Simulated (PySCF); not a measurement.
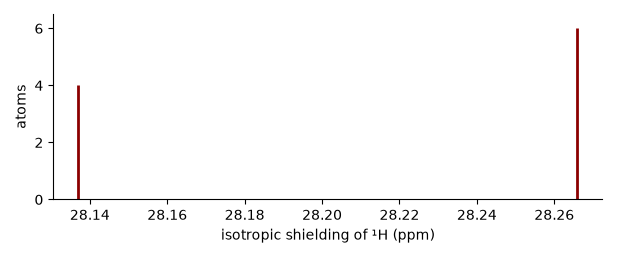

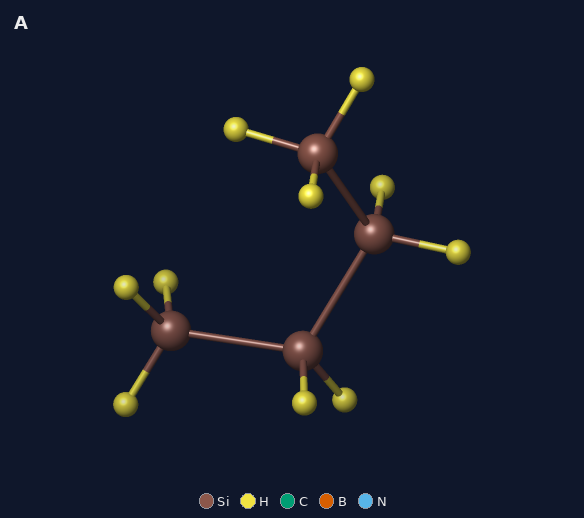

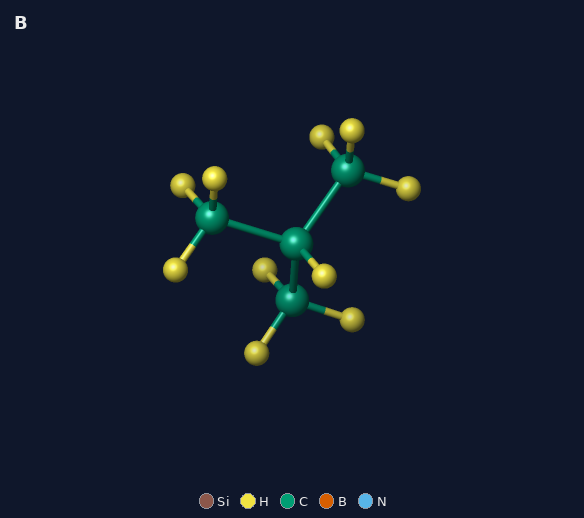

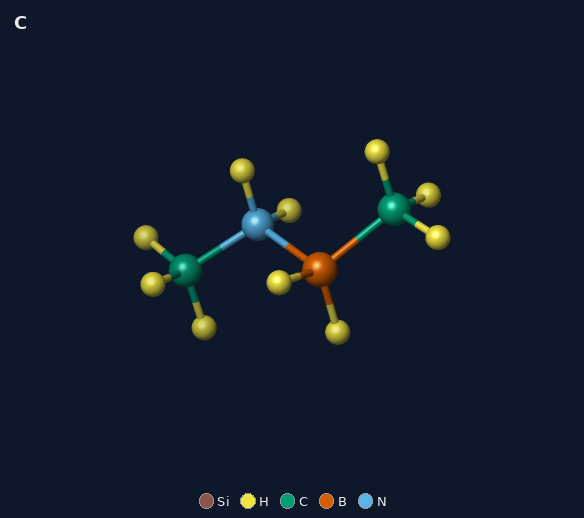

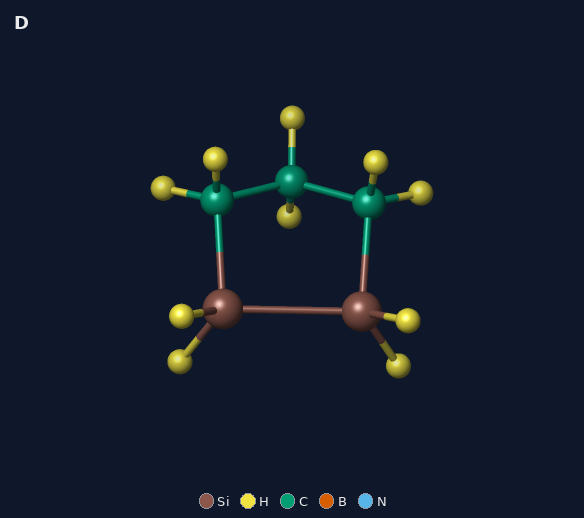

The sticks are computed shieldings of one of the molecules, for one fixed geometry (GFN2-xTB) without averaging over rotations. Low shielding means a high chemical shift. Method: GIAO PBE0/pcSseg-1 NMR shielding, non-relativistic, gas phase (PySCF 2.14.0).

**Which molecule gives this pattern?**

A, `[SiH3][SiH2][SiH2][SiH3]`. Its 10 H atoms give lines at 28.14 (4 atoms), 28.27 (6 atoms) ppm.

The geometry is semi-empirical. Around Si such bond lengths and angles can be off by a tenth of an ångström or more and by several degrees, and values that hang on the shape move with them.
